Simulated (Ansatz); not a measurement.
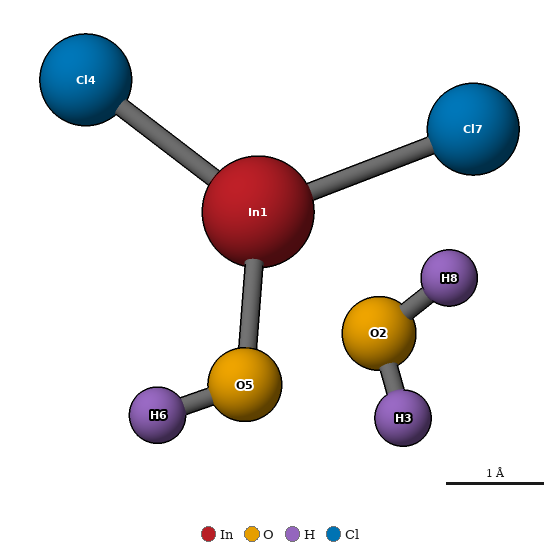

The starting structure (ball-and-stick view, seen at a tilt; atoms are numbered from 1 in the order of the input). Sticks mark near contacts.

## Geometry relaxation of InH₃Cl₂O₂

- system: InH₃Cl₂O₂
- method: RKS CAM-B3LYP-D4/def2-SVP (Ansatz 0.2.0)

It belongs to a series of runs on one base structure; here: end point B relaxed. Figures and captions count atoms from 1; the log counts them from 0 in places.

## Input
```yaml
crystal:
  periodic: [false, false, false]
  atoms:
    - { symbol: In, position_ang: [0.113377, 0.567238, -0.482781] }
    - { symbol: O, position_ang: [0.014517, 0.001328, 2.632916] }
    - { symbol: H, position_ang: [-0.936806, -0.083551, 2.783536] }
    - { symbol: Cl, position_ang: [1.963749, -0.442926, -1.45] }
    - { symbol: O, position_ang: [-1.749614, -0.060222, -0.659617] }
    - { symbol: H, position_ang: [-1.833734, -0.902777, -1.126245] }
    - { symbol: Cl, position_ang: [0.403896, 2.662766, 0.674058] }
    - { symbol: H, position_ang: [0.158914, 0.976345, 2.599733] }
basis:
  gaussian: { orbitals: def2-SVP }
hamiltonian:
  xc: cam_b3lyp
  dispersion: d4
relax:
  f_tol: 0.03
  max_steps: 50
```

Run on 4 threads of AMD EPYC (Zen 5), 32 GiB of memory available, shared host.

Run as:
```bash
ansatz run input.yaml --threads 4 --pin off --max-ram 5120MiB --backend cpu --events-out ev --progress --plain --runs-dir out
```

## Log
```
The last accepted step is kept in [file] (removed where the run ends without a failure and the disk answers)
Engine: ansatz 0.2.0, x86_64-unknown-linux-gnu
Functional definition: CAM-B3LYP
  parameter alpha = 0.19
  parameter beta = 0.46
  parameter omega = 0.33/bohr
  parameter ac = 0.81
  exchange = (1 - alpha - beta)*b88_x + beta*b88_x_sr(omega) + alpha*exact_x + beta*exact_x_lr(omega)
  correlation = (1 - ac)*vwn5_c + ac*lyp_c
1147 factors; integrals over basis functions are off by at most 7.0e-4 eV
339 factors; integrals over basis functions are off by at most 1.2e-6 eV
mean field evaluation 1: about -34344.3196 eV, gradient 6.7e1 eV
mean field evaluation 2: about -34330.3531 eV, gradient 1.1e2 eV
mean field evaluation 4: about -34352.7448 eV, gradient 5.0e0 eV
mean field evaluation 8: about -34352.7857 eV, gradient 8.7e-2 eV
mean field evaluation 16: about -34352.7858 eV, gradient 3.7e-5 eV
mean field -34352.78576851 eV, -1262.4415918381 hartree, gradient 3.7e-5 eV, S^2 0.000000; 0 other end points of the search recorded, 0 dependent functions left out
the calculation of the forces begins
reference -34352.78590311 eV, -1262.4415967848 hartree; 37, 37 occupied and 68, 68 virtual orbitals, 1147 factors
relax step   1: F+E_penalty+E_count = -34352.95346800 eV  Δ(F+E_penalty+E_count) = +0.000e0 eV  max|allowed force component| = 1.006e0 eV/Å  Δτ_max = 0.0000 Å  (26 SCF iters, accepted)
these checks for a lower state are left out or cut short: starts, cluster_reference, orbital_swaps, neighbouring_geometries, increment
1147 factors; integrals over basis functions are off by at most 8.2e-4 eV
339 factors; integrals over basis functions are off by at most 1.3e-6 eV
mean field -34352.97582065 eV, -1262.4485761257 hartree, gradient 2.7e-5 eV, S^2 0.000000; 0 other end points of the search recorded, 0 dependent functions left out
[... from here on the field's lines of each further geometry are left out, up to the last ...]
relax step   2: F+E_penalty+E_count = -34353.14760437 eV  Δ(F+E_penalty+E_count) = -1.941e-1 eV  max|allowed force component| = 1.247e0 eV/Å  Δτ_max = 0.1961 Å  (30 SCF iters, accepted)
relax step   3: F+E_penalty+E_count = -34353.38115101 eV  Δ(F+E_penalty+E_count) = -2.335e-1 eV  max|allowed force component| = 1.328e0 eV/Å  Δτ_max = 0.1979 Å  (30 SCF iters, accepted)
relax step   4: F+E_penalty+E_count = -34353.48237099 eV  Δ(F+E_penalty+E_count) = -1.012e-1 eV  max|allowed force component| = 9.888e-1 eV/Å  Δτ_max = 0.1973 Å  (30 SCF iters, accepted)
relax step   5: F+E_penalty+E_count = -34353.53957622 eV  Δ(F+E_penalty+E_count) = -5.721e-2 eV  max|allowed force component| = 8.854e-1 eV/Å  Δτ_max = 0.1831 Å  (30 SCF iters, accepted)
relax step   6: F+E_penalty+E_count = -34353.56491869 eV  Δ(F+E_penalty+E_count) = -2.534e-2 eV  max|allowed force component| = 3.210e-1 eV/Å  Δτ_max = 0.0806 Å  (31 SCF iters, accepted)
relax step   7: F+E_penalty+E_count = -34353.57668762 eV  Δ(F+E_penalty+E_count) = -1.177e-2 eV  max|allowed force component| = 2.704e-1 eV/Å  Δτ_max = 0.1203 Å  (30 SCF iters, accepted)
relax step   8: F+E_penalty+E_count = -34353.59008216 eV  Δ(F+E_penalty+E_count) = -1.339e-2 eV  max|allowed force component| = 5.072e-1 eV/Å  Δτ_max = 0.1545 Å  (30 SCF iters, accepted)
relax step   9: F+E_penalty+E_count = -34353.60456677 eV  Δ(F+E_penalty+E_count) = -1.448e-2 eV  max|allowed force component| = 5.288e-1 eV/Å  Δτ_max = 0.1146 Å  (29 SCF iters, accepted)
relax step  10: F+E_penalty+E_count = -34353.62042172 eV  Δ(F+E_penalty+E_count) = -1.585e-2 eV  max|allowed force component| = 7.078e-1 eV/Å  Δτ_max = 0.1405 Å  (29 SCF iters, accepted)
relax step  11: F+E_penalty+E_count = -34353.63280623 eV  Δ(F+E_penalty+E_count) = -1.238e-2 eV  max|allowed force component| = 4.501e-1 eV/Å  Δτ_max = 0.1142 Å  (29 SCF iters, accepted)
relax step  12: F+E_penalty+E_count = -34353.64291154 eV  Δ(F+E_penalty+E_count) = -1.011e-2 eV  max|allowed force component| = 1.622e-1 eV/Å  Δτ_max = 0.0660 Å  (29 SCF iters, accepted)
relax step  13: F+E_penalty+E_count = -34353.63421513 eV  Δ(F+E_penalty+E_count) = +8.696e-3 eV  max|allowed force component| = 3.162e-1 eV/Å  Δτ_max = 0.0651 Å  (30 SCF iters, rejected (line search))
relax step  14: F+E_penalty+E_count = -34353.64444411 eV  Δ(F+E_penalty+E_count) = -1.533e-3 eV  max|allowed force component| = 3.765e-2 eV/Å  Δτ_max = 0.0214 Å  (30 SCF iters, accepted)
the calculation of the forces begins
reference -34353.46791235 eV, -1262.4666601621 hartree; 37, 37 occupied and 68, 68 virtual orbitals, 1147 factors
relax step  15: F+E_penalty+E_count = -34353.64461695 eV  Δ(F+E_penalty+E_count) = -1.728e-4 eV  max|allowed force component| = 2.129e-2 eV/Å  Δτ_max = 0.0115 Å  (29 SCF iters, accepted)
1147 factors; integrals over basis functions are off by at most 4.4e-4 eV
339 factors; integrals over basis functions are off by at most 8.3e-7 eV
mean field evaluation 128: about -34353.4678 eV, gradient 5.4e-4 eV
```

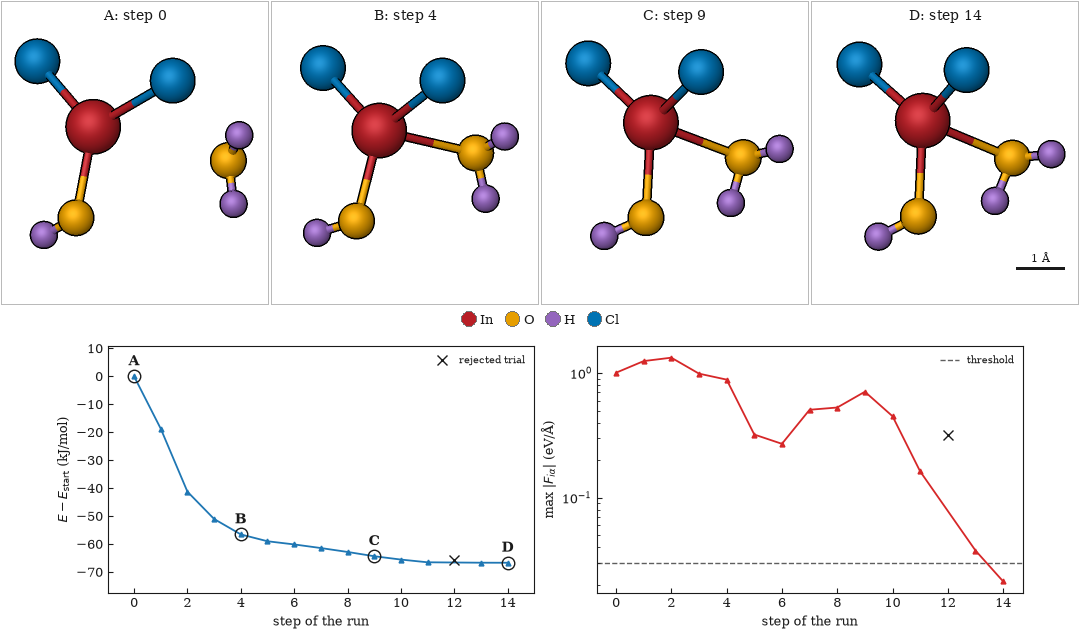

Frames of the relaxation (ball-and-stick view, seen on its broad side) above the curves, on which the letters mark them (the first geometry is step 0 here and step 1 in the log).

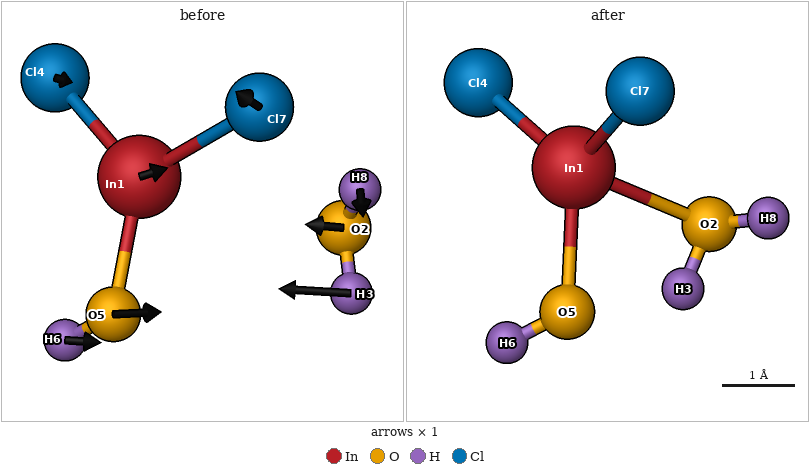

Before (left) and after (right) the relaxation, at one scale (ball-and-stick view, seen on its broad side). The black arrows give the displacements, at true length. After 14 geometry steps the energy has fallen by 66.7 kJ/mol. The largest force component goes from 1 to 0.021 eV/Å. The line search rejected the trial step at point 12 (counted from 0) and went back. H3 moves most after the best rigid fit: 1.03 Å. Largest moves by element: H 1.03 Å, O 0.75 Å, Cl 0.55 Å, In 0.44 Å. Distances before and after: In1–O2 3.168 → 2.278 Å, In1–Cl7 2.411 → 2.335 Å, In1–O5 1.974 → 2.017 Å, O2–H3 0.967 → 0.989 Å. New bonds form: In1–O2 (3.17 → 2.28 Å). Among the angles that change: Cl4–In1–O5 125.3° → 119.7°, In1–O5–H6 113.7° → 118.7°, H3–O2–H8 103.7° → 107.6°. (Atoms are counted from 1 in the order of the input.)

```
mean field -34353.46777911 eV, -1262.4666552653 hartree, gradient 1.1e-5 eV, S^2 0.000000; 1 other end points of the search recorded, 0 dependent functions left out
the calculation of the forces begins
reference -34353.46791235 eV, -1262.4666601621 hartree; 37, 37 occupied and 68, 68 virtual orbitals, 1147 factors
Total energy: -34353.64475020 eV, -1262.4731588330 hartree
Atom 0 at     0.269051     0.681089    -0.083833 Å, force     0.002127    -0.005025     0.014579 eV/Å
Atom 1 at    -0.024108    -0.003979     2.068864 Å, force    -0.021287     0.015508    -0.001790 eV/Å
Atom 2 at    -0.916985    -0.314170     1.776638 Å, force     0.006414    -0.013194    -0.010118 eV/Å
Atom 3 at     1.971608    -0.503437    -1.144185 Å, force    -0.000729    -0.000417    -0.001692 eV/Å
Atom 4 at    -1.574629    -0.126312     0.050286 Å, force    -0.001988     0.000314    -0.007555 eV/Å
Atom 5 at    -1.885639    -0.691749    -0.665511 Å, force    -0.000460     0.000650     0.002648 eV/Å
Atom 6 at     0.452959     2.985832     0.239444 Å, force    -0.001101     0.002352    -0.002890 eV/Å
Atom 7 at    -0.157958     0.690927     2.729897 Å, force     0.017023    -0.000188     0.006818 eV/Å
Dipole moment:    -0.460328    -0.247257     0.415922 e Å
```

## Trajectory as extended XYZ (Å, eV, eV/Å), 15 frames, from step=1 to step=15
```
8
Properties=species:S:1:pos:R:3:forces:R:3 step=1 energy=-34352.95347
In    0.1134    0.5672   -0.4828    0.0226   0.5829   1.0055
O     0.0145    0.0013    2.6329    0.1358   0.8423  -0.6482
H    -0.9368   -0.0836    2.7835   -0.0142  -0.0028   0.0112
Cl    1.9637   -0.4429   -1.4500    0.0057   0.0013  -0.0072
O    -1.7496   -0.0602   -0.6596    0.0295   0.0338   0.0082
H    -1.8337   -0.9028   -1.1262    0.0374   0.0200   0.0029
Cl    0.4039    2.6628    0.6741   -0.1146  -0.7419  -0.4361
H     0.1589    0.9763    2.5997   -0.1023  -0.7356   0.0636
8
Properties=species:S:1:pos:R:3:forces:R:3 step=2 energy=-34353.14760
In    0.1137    0.5548   -0.3684   -0.1204  -0.3350   0.5807
O     0.0018    0.0197    2.4381   -0.8058   1.2469   0.1256
H    -0.9184   -0.0799    2.7835    0.8261  -0.1637  -0.4690
Cl    1.9465   -0.4349   -1.4116   -0.0339  -0.0065   0.0575
O    -1.7457   -0.0594   -0.6290   -0.0141  -0.0704  -0.0329
H    -1.8188   -0.8894   -1.1210    0.0433   0.0878   0.0366
Cl    0.3948    2.6201    0.6681    0.0524   0.3167   0.0322
H     0.1606    0.9872    2.6118    0.0525  -1.0758  -0.3306
8
Properties=species:S:1:pos:R:3:forces:R:3 step=3 energy=-34353.38115
In    0.1009    0.5087   -0.1767   -0.1724  -0.1554   0.3105
O    -0.0166    0.0473    2.2430   -0.8168   1.3280   0.8940
H    -0.8889   -0.1068    2.6950    0.8884  -0.2119  -0.8305
Cl    1.9032   -0.4335   -1.3295   -0.0159  -0.0462   0.1479
O    -1.7498   -0.0774   -0.5686   -0.0549  -0.2038  -0.0270
H    -1.8021   -0.8738   -1.1198    0.0628   0.2148   0.1157
Cl    0.4067    2.6761    0.6655    0.0416   0.2085   0.0443
H     0.1808    0.9776    2.5626    0.0672  -1.1341  -0.6550
8
Properties=species:S:1:pos:R:3:forces:R:3 step=4 energy=-34353.48237
In    0.0668    0.4907   -0.0414    0.1477   0.2706  -0.7819
O     0.0278    0.0690    2.1327   -0.5678   0.1828   0.9888
H    -0.8524   -0.1435    2.5047    0.2846  -0.2771  -0.3362
Cl    1.8712   -0.4538   -1.1960   -0.0097  -0.0558   0.1333
O    -1.7717   -0.1022   -0.4797   -0.1337  -0.3349  -0.0843
H    -1.7979   -0.8408   -1.1121    0.0324   0.3192   0.2287
Cl    0.4069    2.7263    0.6836   -0.0433  -0.0361   0.0099
H     0.1835    0.9725    2.4797    0.2898  -0.0688  -0.1583
8
Properties=species:S:1:pos:R:3:forces:R:3 step=5 energy=-34353.53958
In    0.0773    0.5609   -0.1294    0.1377  -0.0398  -0.0117
O     0.0831    0.0827    2.1122   -0.8854   0.2702   0.7002
H    -0.7675   -0.2943    2.4449    0.7173   0.1725  -0.4144
Cl    1.9121   -0.5651   -1.0763   -0.1917   0.1402   0.0910
O    -1.7854   -0.0729   -0.4231    0.0880  -0.1250  -0.0813
H    -1.8413   -0.7710   -1.0928   -0.0074   0.1455   0.1200
Cl    0.3448    2.7872    0.6376   -0.0051  -0.0683  -0.0979
H     0.1111    0.9908    2.4985    0.1465  -0.4953  -0.3058
8
Properties=species:S:1:pos:R:3:forces:R:3 step=6 energy=-34353.56492
In    0.0893    0.5635   -0.1191    0.0548   0.0882   0.0266
O     0.0627    0.0588    2.1169   -0.3210   0.2073   0.2616
H    -0.8025   -0.2931    2.4033    0.2694   0.0512  -0.1941
Cl    1.9196   -0.5389   -1.0643   -0.0242   0.0216   0.0083
O    -1.7694   -0.0892   -0.3699    0.0033  -0.1587  -0.1120
H    -1.8431   -0.7440   -1.0801   -0.0234   0.1266   0.1351
Cl    0.3443    2.8146    0.5618   -0.0011  -0.1132  -0.0263
H     0.1334    0.9464    2.5230    0.0423  -0.2229  -0.0993
8
Properties=species:S:1:pos:R:3:forces:R:3 step=7 energy=-34353.57669
In    0.1175    0.5598   -0.1194   -0.0233   0.1845   0.0902
O     0.0527    0.0856    2.1135   -0.0732  -0.1912  -0.0313
H    -0.8130   -0.3223    2.2871    0.0447   0.0837   0.0092
Cl    1.9368   -0.5192   -1.0823    0.0937  -0.0837  -0.0668
O    -1.7439   -0.1211   -0.2822   -0.0052  -0.2559  -0.2288
H    -1.8686   -0.7171   -1.0394    0.0044   0.2017   0.2704
Cl    0.3798    2.8123    0.5198   -0.0064   0.0300  -0.0319
H     0.0729    0.9402    2.5745   -0.0348   0.0308  -0.0109
8
Properties=species:S:1:pos:R:3:forces:R:3 step=8 energy=-34353.59008
In    0.1647    0.5948   -0.1236   -0.1717   0.0088   0.1457
O     0.0091    0.0635    2.0875   -0.2121  -0.1992   0.0242
H    -0.8912   -0.3232    2.1539    0.3742   0.3121  -0.0486
Cl    1.9626   -0.4986   -1.1109    0.0777  -0.0634  -0.0725
O    -1.6870   -0.1638   -0.1499    0.0334  -0.2953  -0.5072
H    -1.8773   -0.7026   -0.9416    0.0559   0.3114   0.4901
Cl    0.4170    2.8555    0.4618   -0.0080   0.0412  -0.0277
H     0.0364    0.8926    2.5945   -0.1495  -0.1155  -0.0040
8
Properties=species:S:1:pos:R:3:forces:R:3 step=9 energy=-34353.60457
In    0.1900    0.6049   -0.1116   -0.0605   0.0008   0.1124
O     0.0018    0.0454    2.0946   -0.4132  -0.1790  -0.0863
H    -0.9239   -0.2981    2.0469    0.5288   0.2964   0.0417
Cl    1.9702   -0.4931   -1.1357    0.0191  -0.0242  -0.0332
O    -1.6513   -0.1883   -0.0862    0.0240  -0.1922  -0.4182
H    -1.8847   -0.6901   -0.8881    0.0635   0.2329   0.4432
Cl    0.4250    2.8791    0.4237   -0.0181  -0.0040  -0.0327
H     0.0073    0.8583    2.6280   -0.1436  -0.1307  -0.0269
8
Properties=species:S:1:pos:R:3:forces:R:3 step=10 energy=-34353.62042
In    0.2426    0.6275   -0.1075    0.0481   0.0940   0.1558
O    -0.0204    0.0242    2.0808   -0.5768  -0.0528   0.0496
H    -0.9401   -0.3260    1.9102    0.7078   0.3710   0.0476
Cl    1.9896   -0.4916   -1.1749   -0.0585   0.0155   0.0205
O    -1.6006   -0.1590    0.0075   -0.0987  -0.2347  -0.3732
H    -1.8876   -0.6851   -0.7568    0.0416   0.1784   0.3142
Cl    0.4470    2.9214    0.3538   -0.0074  -0.0850  -0.0483
H    -0.0961    0.8068    2.6586   -0.0562  -0.2864  -0.1662
8
Properties=species:S:1:pos:R:3:forces:R:3 step=11 energy=-34353.63281
In    0.2514    0.6498   -0.0774    0.1480   0.1059  -0.1094
O    -0.0087    0.0084    2.0875   -0.4501   0.1547  -0.0098
H    -0.9150   -0.2910    1.8045    0.2728   0.0369   0.2066
Cl    1.9659   -0.5038   -1.1599   -0.0371   0.0195   0.0237
O    -1.5915   -0.1544    0.0192    0.0358   0.0060   0.0397
H    -1.8903   -0.7006   -0.7187    0.0283   0.0297   0.0891
Cl    0.4482    2.9516    0.3147   -0.0182  -0.0703  -0.0246
H    -0.1258    0.7581    2.7017    0.0205  -0.2825  -0.2153
8
Properties=species:S:1:pos:R:3:forces:R:3 step=12 energy=-34353.64291
In    0.2781    0.6755   -0.0752   -0.0140   0.0182  -0.0155
O    -0.0269   -0.0058    2.0760   -0.0733   0.1622   0.1242
H    -0.9226   -0.3161    1.7900    0.0665   0.0104  -0.0288
Cl    1.9595   -0.5119   -1.1651    0.0161   0.0086   0.0119
O    -1.5653   -0.1294    0.0459   -0.0359  -0.0018   0.0174
H    -1.8739   -0.6902   -0.6739   -0.0086  -0.0097  -0.0131
Cl    0.4457    2.9832    0.2567    0.0126  -0.0378   0.0011
H    -0.1603    0.7130    2.7171    0.0365  -0.1502  -0.0972
8
Properties=species:S:1:pos:R:3:forces:R:3 step=13 energy=-34353.63421 accepted=F
In    0.2447    0.6906   -0.1291    0.1123   0.0189   0.3162
O    -0.0119    0.0060    2.0561   -0.0947  -0.0770  -0.1658
H    -0.9036   -0.3116    1.7644    0.0901   0.0282   0.0676
Cl    1.9817   -0.5140   -1.1043   -0.0122   0.0063  -0.0639
O    -1.5849   -0.1286    0.0538   -0.0339   0.0086  -0.0847
H    -1.8958   -0.6917   -0.6632   -0.0500  -0.0385  -0.0058
Cl    0.4506    2.9842    0.2604   -0.0175   0.0030  -0.0669
H    -0.1467    0.6833    2.7333    0.0059   0.0503   0.0032
8
Properties=species:S:1:pos:R:3:forces:R:3 step=14 energy=-34353.64444
In    0.2690    0.6779   -0.0827    0.0029   0.0058   0.0124
O    -0.0243   -0.0018    2.0725   -0.0085  -0.0188  -0.0346
H    -0.9146   -0.3193    1.7818    0.0000  -0.0054  -0.0126
Cl    1.9707   -0.5006   -1.1508    0.0005  -0.0054   0.0007
O    -1.5747   -0.1283    0.0501   -0.0032  -0.0090  -0.0091
H    -1.8855   -0.6913   -0.6679    0.0004   0.0039   0.0069
Cl    0.4573    2.9822    0.2440   -0.0037   0.0006  -0.0013
H    -0.1638    0.6994    2.7246    0.0115   0.0282   0.0377
8
Properties=species:S:1:pos:R:3:forces:R:3 step=15 energy=-34353.64462
In    0.2691    0.6811   -0.0838    0.0021  -0.0050   0.0146
O    -0.0241   -0.0040    2.0689   -0.0213   0.0155  -0.0018
H    -0.9170   -0.3142    1.7766    0.0064  -0.0132  -0.0101
Cl    1.9716   -0.5034   -1.1442   -0.0007  -0.0004  -0.0017
O    -1.5746   -0.1263    0.0503   -0.0020   0.0003  -0.0076
H    -1.8856   -0.6917   -0.6655   -0.0005   0.0006   0.0026
Cl    0.4530    2.9858    0.2394   -0.0011   0.0024  -0.0029
H    -0.1580    0.6909    2.7299    0.0170  -0.0002   0.0068
```

## Key numbers

- outcome: converged
- total energy: −34353.6448 eV
- mean-field energy: −34353.4679 eV
- largest force (length of the vector) at the end: 0.026 eV/Å
- wall time: 16 s (CPU time 56 s)
- peak memory: 0.33 GiB
